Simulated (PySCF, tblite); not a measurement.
# C₇H₈O₂S: excited states

What do calculations give for the excited states of C₇H₈O₂S (`COc1ccc(C(C)=O)s1`)?

Computed with tblite 0.8.0 and PySCF 2.14.0 and routines of our own; the level stands in each step. Atoms count from 0.

## 1. The starting structure

18 atoms, charge 0, multiplicity 1; geometry from: force field or distance geometry start.

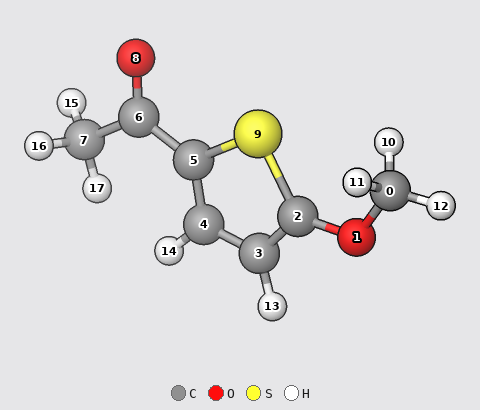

The starting geometry (carbon grey, oxygen red, sulfur yellow, hydrogen white).

## 2. Relaxing the molecule with GFN2-xTB

The job: settings as JSON, then the geometry in Å.

```
{"job": {"kind": "relax", "xc": "GFN2-xTB", "basis": "xTB"}, "charge": 0, "multiplicity": 1}
C      3.724900     0.765800    -0.233700
O      2.995800    -0.348400     0.256300
C      1.604700    -0.291900     0.187100
C      0.752400    -1.247000     0.596600
C     -0.574100    -1.012100     0.449100
C     -0.903200     0.170200    -0.126200
C     -2.236300     0.672600    -0.410400
C     -3.471000    -0.087300    -0.091700
O     -2.382700     1.801400    -0.942800
S      0.568400     1.073400    -0.488000
H      3.206700     1.043000    -1.203000
H      3.504400     1.601700     0.466200
H      4.790500     0.568300    -0.366800
H      1.126300    -2.197900     1.057600
H     -1.348000    -1.733900     0.758100
H     -4.216200    -0.073800    -0.906800
H     -3.947800     0.409300     0.778300
H     -3.203600    -1.107000     0.208500
```

Started as:

```bash
> OMP_NUM_THREADS=1 python excited_run.py task.json out
```

One launch serves the whole session: the jobs run in the order shown.

The log of the run:

```text
step      E/eV     max force
  0    -827.10298    3.791
  1    -827.38040    3.474
  2    -827.51675    1.085
  3    -827.58999    1.011
  4    -827.64947    0.615
  5    -827.68693    0.589
  6    -827.71482    0.413
  7    -827.73109    0.324
  8    -827.74224    0.219
  9    -827.75343    0.270
 10    -827.76269    0.230
 11    -827.76773    0.169
 12    -827.76996    0.148
 13    -827.77170    0.114
 14    -827.77383    0.124
 15    -827.77615    0.124
 16    -827.77837    0.154
 17    -827.78039    0.174
 18    -827.78234    0.137
 19    -827.78432    0.097
 20    -827.78633    0.103
 21    -827.78851    0.134
 22    -827.79110    0.134
 23    -827.79395    0.150
 24    -827.79662    0.143
 25    -827.79886    0.109
 26    -827.80085    0.114
 27    -827.80281    0.102
 28    -827.80463    0.098
 29    -827.80598    0.071
 30    -827.80690    0.080
 31    -827.80754    0.057
 32    -827.80790    0.046
 33    -827.80810    0.033
 34    -827.80821    0.028
 35    -827.80833    0.028
 36    -827.80849    0.038
 37    -827.80872    0.046
 38    -827.80903    0.058
 39    -827.80948    0.079
 40    -827.81020    0.104
 41    -827.81127    0.125
 42    -827.81264    0.120
 43    -827.81419    0.092
 44    -827.81548    0.084
 45    -827.81641    0.077
 46    -827.81744    0.066
 47    -827.81825    0.098
 48    -827.81958    0.090
 49    -827.82062    0.091
 50    -827.82271    0.107
 51    -827.82361    0.116
 52    -827.82485    0.071
 53    -827.82637    0.103
 54    -827.82741    0.093
 55    -827.82879    0.093
 56    -827.82967    0.066
 57    -827.83058    0.095
 58    -827.83195    0.123
 59    -827.83337    0.103
 60    -827.83439    0.076
 61    -827.83498    0.070
 62    -827.83573    0.075
 63    -827.83680    0.092
 64    -827.83780    0.109
 65    -827.83863    0.091
 66    -827.83920    0.073
 67    -827.83960    0.062
 68    -827.83991    0.055
 69    -827.84022    0.060
 70    -827.84058    0.051
 71    -827.84092    0.043
 72    -827.84117    0.042
 73    -827.84147    0.045
 74    -827.84181    0.047
 75    -827.84219    0.049
 76    -827.84250    0.040
 77    -827.84271    0.036
 78    -827.84289    0.038
 79    -827.84305    0.046
 80    -827.84326    0.042
 81    -827.84354    0.032
 82    -827.84392    0.044
 83    -827.84437    0.065
 84    -827.84505    0.078
 85    -827.84566    0.061
 86    -827.84619    0.048
 87    -827.84666    0.064
 88    -827.84711    0.065
 89    -827.84745    0.053
 90    -827.84751    0.047
 91    -827.84770    0.039
 92    -827.84776    0.032
 93    -827.84785    0.020
 94    -827.84789    0.020
 95    -827.84795    0.023
 96    -827.84801    0.027
 97    -827.84811    0.026
 98    -827.84821    0.021
 99    -827.84830    0.023
100    -827.84836    0.022
101    -827.84842    0.015
102    -827.84845    0.012
103    -827.84847    0.009
```

Run time: 0.84 s. Hardware: 1 thread of Arm Neoverse V1, shared host.

The steps of the relaxation: (not every step is listed)

```csv
step,energy from step 0 (eV),largest force (eV/Å)
0,0.0000,3.7911
1,-0.2774,3.4740
2,-0.4138,1.0847
3,-0.4870,1.0105
4,-0.5465,0.6151
5,-0.5839,0.5888
6,-0.6118,0.4126
7,-0.6281,0.3238
8,-0.6393,0.2187
17,-0.6774,0.1742
26,-0.6979,0.1139
35,-0.7053,0.0285
44,-0.7125,0.0843
53,-0.7234,0.1027
62,-0.7328,0.0747
71,-0.7379,0.0432
80,-0.7403,0.0418
89,-0.7445,0.0535
98,-0.7452,0.0206
99,-0.7453,0.0232
100,-0.7454,0.0217
101,-0.7454,0.0147
102,-0.7455,0.0118
103,-0.7455,0.0089
```

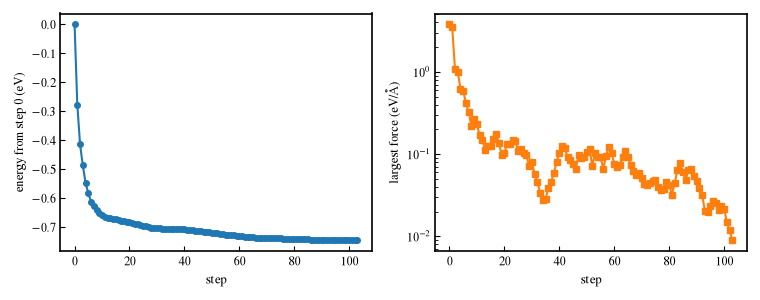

Energy and largest force along the relaxation.

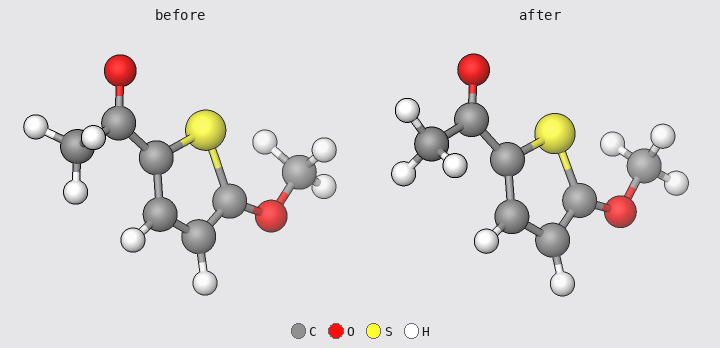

Before and after, at one scale.

Close pairs (by a distance rule), those that changed most:

```csv
bond,before (Å),after (Å),change (Å)
C2–S9,1.842,1.731,-0.111
O1–C2,1.394,1.336,-0.058
C3–H13,1.121,1.074,-0.047
C3–C4,1.355,1.398,+0.043
C6–O8,1.257,1.215,-0.042
C0–H10,1.134,1.094,-0.039
C2–C3,1.344,1.374,+0.030
C6–C7,1.484,1.513,+0.028
```

The final coordinates are the input of the step that follows.

## 3. Vibrational analysis with GFN2-xTB

The job: settings as JSON, then the geometry in Å.

```
{"job": {"kind": "ir", "xc": "GFN2-xTB", "basis": "xTB"}, "charge": 0, "multiplicity": 1}
C      3.523109     0.825340    -0.290692
O      2.875743    -0.291066     0.278028
C      1.541234    -0.311351     0.225729
C      0.758858    -1.314787     0.744377
C     -0.605684    -1.077323     0.552071
C     -0.875516     0.097001    -0.106960
C     -2.129893     0.711977    -0.495232
C     -3.380103    -0.045976    -0.107485
O     -2.165930     1.770112    -1.090957
S      0.598405     0.939962    -0.511381
H      3.300061     0.904404    -1.359228
H      3.212068     1.750175     0.204662
H      4.589066     0.665341    -0.143848
H      1.170944    -2.173895     1.239277
H     -1.370606    -1.752795     0.889954
H     -4.251953     0.511254    -0.438920
H     -3.419424    -0.173121     0.971838
H     -3.379138    -1.028933    -0.572889
```

The log of the run:

```text
mode    cm-1     km/mol
  1      61.5      6.37
  2      89.7      0.10
  3     115.9      7.51
  4     116.7      5.25
  5     137.8      0.23
  6     183.2      0.62
  7     213.8      0.03
  8     285.6      1.73
  9     310.2      0.05
 10     402.1      0.56
 11     446.4      1.71
 12     496.5      7.15
 13     542.3      2.76
 14     552.3     49.47
 15     585.7      5.98
 16     647.1      2.30
 17     710.2      6.33
 18     727.1      0.69
 19     792.4     27.34
 20     839.7      0.41
 21     947.4     26.41
 22     988.7     16.26
 23    1010.1     52.12
 24    1031.5     12.29
 25    1084.6     88.85
 26    1120.0      1.94
 27    1131.7      8.09
 28    1178.8      5.60
 29    1216.2    311.04
 30    1249.4     38.04
 31    1364.7     55.27
 32    1367.9     11.03
 33    1398.9     16.34
 34    1453.1     14.53
 35    1458.1     10.04
 36    1459.9    278.47
 37    1463.4     10.62
 38    1468.9    439.54
 39    1547.9     21.87
 40    1701.0    334.65
 41    2942.9     20.24
 42    2957.8     11.96
 43    3029.9     13.01
 44    3033.5      4.52
 45    3039.6      7.80
 46    3059.1     11.23
 47    3134.8      8.33
 48    3152.4     10.27
```

Run time: 0.76 s. Hardware: 1 thread of Arm Neoverse V1, shared host.

Which atoms move in the most intense modes:

```csv
cm⁻¹,km/mol,atoms
552,49.5,"O8 23 %, C7 16 %, O1 15 %"
1010,52.1,"H15 19 %, C5 13 %, C7 11 %"
1085,88.8,"H13 33 %, H14 23 %"
1216,311.0,"C2 28 %, O1 17 %, C6 13 %"
1365,55.3,"H17 23 %, H16 23 %, H15 19 %, C7 18 %"
1460,278.5,"H10 24 %, H11 23 %, C2 14 %, C5 11 %"
1469,439.5,"H11 22 %, H10 22 %, C2 13 %, C4 11 %"
1701,334.6,"C6 61 %, O8 36 %"
```

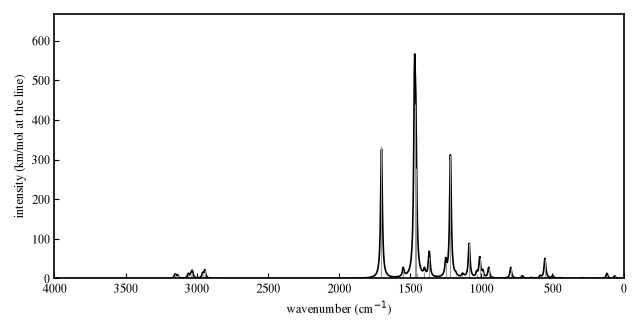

The infrared spectrum from these modes, unscaled. Lines are broadened to a width of 14 cm⁻¹ (Lorentzian).

## 4. Excited states: TDA LC-wPBE/def2-SVP

The job, as its differences from that of step 3:

```diff
@@ -1,2 +1,2 @@
-{"job": {"kind": "ir", "xc": "GFN2-xTB", "basis": "xTB"}, "charge": 0, "multiplicity": 1}
+{"job": {"kind": "states", "xc": "LC-wPBE", "basis": "def2-SVP", "tda": true, "soc": true, "nstates": 5, "ntriplets": 6, "nquad": 4}, "charge": 0, "multiplicity": 1}
 C      3.523109     0.825340    -0.290692
```

Level: TDA LC-wPBE/def2-SVP excited states, vertical, gas phase, spin-orbit mean-field couplings.

The log of the run:

```text
coarse grid: 16360 points
cycle   1  E = -818.9739148215  dE =  2.455e+00  |g| = 1.022e+00  |ddm| = 4.884e+00
cycle   2  E = -818.8348974745  dE =  1.390e-01  |g| = 1.416e+00  |ddm| = 3.129e+00
cycle   3  E = -819.2094240868  dE = -3.745e-01  |g| = 1.157e-01  |ddm| = 2.066e+00
cycle   4  E = -819.2121139576  dE = -2.690e-03  |g| = 7.333e-02  |ddm| = 1.882e-01
cycle   5  E = -819.2134013402  dE = -1.287e-03  |g| = 1.516e-02  |ddm| = 1.021e-01
cycle   6  E = -819.2135112539  dE = -1.099e-04  |g| = 6.032e-03  |ddm| = 3.995e-02
cycle   7  E = -819.2135353898  dE = -2.414e-05  |g| = 2.720e-03  |ddm| = 1.978e-02
cycle   8  E = -819.2135423180  dE = -6.928e-06  |g| = 1.087e-03  |ddm| = 1.156e-02
final grid: 155600 points
cycle   9  E = -819.3478376360  dE = -3.761e-05  |g| = 5.843e-03  |ddm| = 2.882e-02
cycle  10  E = -819.3478387331  dE = -1.097e-06  |g| = 5.838e-03  |ddm| = 1.119e-02
cycle  11  E = -819.3478456520  dE = -6.919e-06  |g| = 1.001e-03  |ddm| = 6.694e-03
cycle  12  E = -819.3478458642  dE = -2.121e-07  |g| = 2.730e-04  |ddm| = 1.109e-03
cycle  13  E = -819.3478458996  dE = -3.541e-08  |g| = 1.245e-04  |ddm| = 7.667e-04
cycle  14  E = -819.3478459074  dE = -7.797e-09  |g| = 4.786e-05  |ddm| = 2.652e-04
cycle  15  E = -819.3478459104  dE = -3.070e-09  |g| = 1.893e-05  |ddm| = 2.388e-04
cycle  16  E = -819.3478459108  dE = -3.420e-10  |g| = 8.126e-06  |ddm| = 6.981e-05
converged SCF energy = -819.3478459108

Singlet excitations
state   eV       nm        f     d(h-e)  d(exc)  Lambda  PR(NTO)  |dmu|/D   mu/D   main configurations
  1   4.2675   290.5   0.00026   1.033   2.528   0.417   1.007    2.708    0.597   H-1->L 0.82, H-1->L+2 0.10
  2   5.0252   246.7   0.39682   0.906   2.969   0.690   1.158    2.968    5.458   H->L 0.89
  3   6.0523   204.9   0.06916   0.523   2.813   0.591   1.301    1.638    4.073   H-2->L 0.82
  4   6.3522   195.2   0.00006   0.965   2.841   0.442   1.020    1.767    3.867   H->L+1 0.90
  5   6.9623   178.1   0.00002   0.511   2.440   0.441   1.016                     H-2->L+1 0.84

Triplet excitations (Tamm-Dancoff)
state   eV     d(h-e)  d(exc)  Lambda  PR(NTO)   main configurations
  1   3.0019   0.329   2.745   0.701   1.074   H->L 0.88
  2   3.6758   0.967   2.452   0.415   1.007   H-1->L 0.79, H-1->L+2 0.11
  3   4.5546   0.415   2.677   0.582   1.062   H-2->L 0.88
  4   5.1761   0.368   2.513   0.724   1.614   H->L+2 0.66, H-3->L 0.14
  5   5.9958   0.887   2.770   0.442   1.038   H->L+1 0.83
  6   6.1343   0.463   2.336   0.657   1.826   H-6->L 0.26, H->L+5 0.21, H-3->L 0.15
S1 - T1 = 1.2656 eV

Spin-orbit couplings |<S|Hso|T>| (cm-1)
             T1       T2       T3       T4       T5       T6
S0        0.201   46.841    0.549    0.326   44.091    2.133
S1       15.087    0.170   13.080   24.868    1.321   31.427
S2        0.092   16.514    0.350    0.753   31.884    0.723
S3        0.507   12.616    0.291    0.248   27.475    0.668
S4       39.671    0.374    3.571   16.553    1.175    3.139
S5        3.109    0.075   38.778    3.548    1.091    1.961
T1 sublevels (cm-1): 0.000 0.000 0.023   radiative rates (1/s): 0.000772 0.00245 0.362
```

Wall time 75 s (1 thread of Arm Neoverse V1, shared host); peak memory 0.81 GiB.

Key values:

```csv
quantity,value
S1 less T1,1.27 eV
```

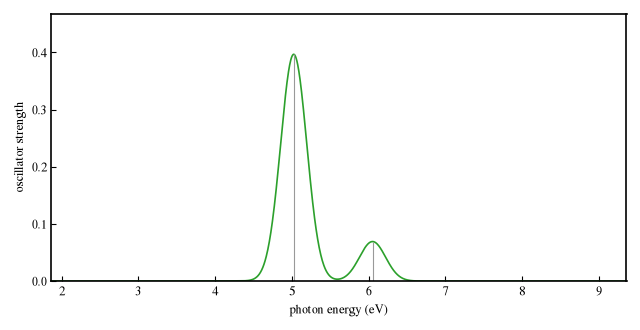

Absorption lines of the singlets. Lines are broadened to a width of 0.40 eV (Gaussian).

The fields below are evaluated on a grid from the run's orbitals.

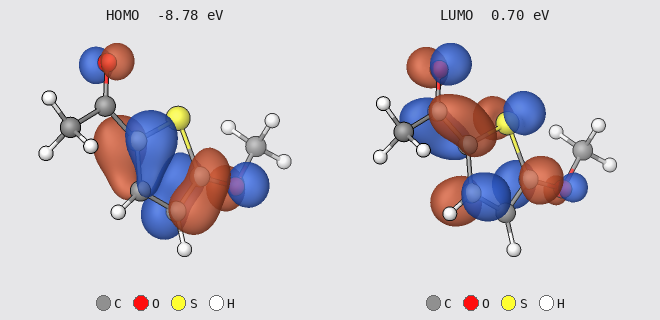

LC-wPBE/def2-SVP orbitals near the gap, drawn at the value that encloses 70 % of each; the two colours are the two signs.

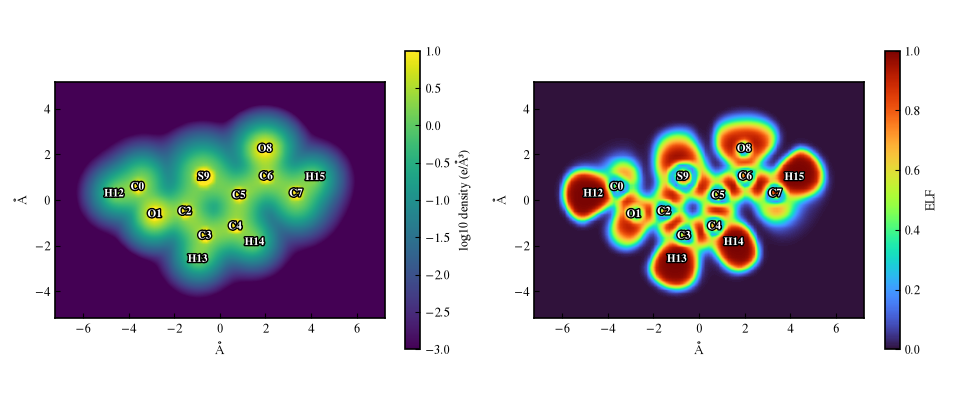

Density (left) and ELF (right) in a plane through or near 14 of the atoms.

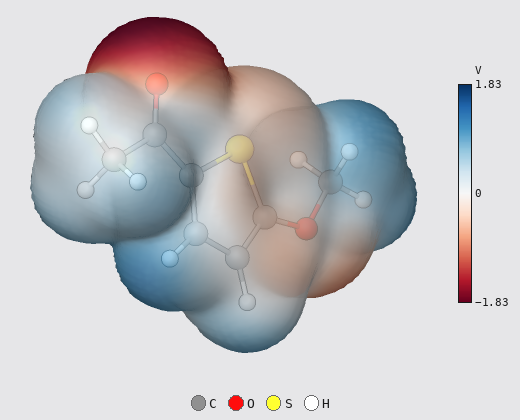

Electrostatic potential on the surface of density 0.002 e/bohr³; red is low, blue high. It runs, from the 1st to the 99th percentile, from -1.83 V near O8 to 1.16 V near H14.

## 5. Summary of results

| quantity | value |
| --- | --- |
| strongest single infrared mode (GFN2-xTB) | 1469 cm⁻¹, 440 km/mol |
| zero-point energy (GFN2-xTB) | 83.3 kcal/mol |
| S1 less T1 (step 4, TDA LC-wPBE/def2-SVP) | 1.27 eV |
| surface potential, 1st and 99th percentile | -1.83 V and 1.16 V |

**Reading.** No mode is imaginary among the 48: a minimum at this level. The strongest single mode, at 1469 cm⁻¹, is spread over many atoms; the largest shares are those of H11, H10. Unscaled tight-binding wavenumbers are off by several per cent, some by more. Its intensities can rank the bands wrongly. In step 4, the number of triplets below S1 is 2, and the largest singlet-triplet spin-orbit coupling is S0–T2, 46.84 cm⁻¹.
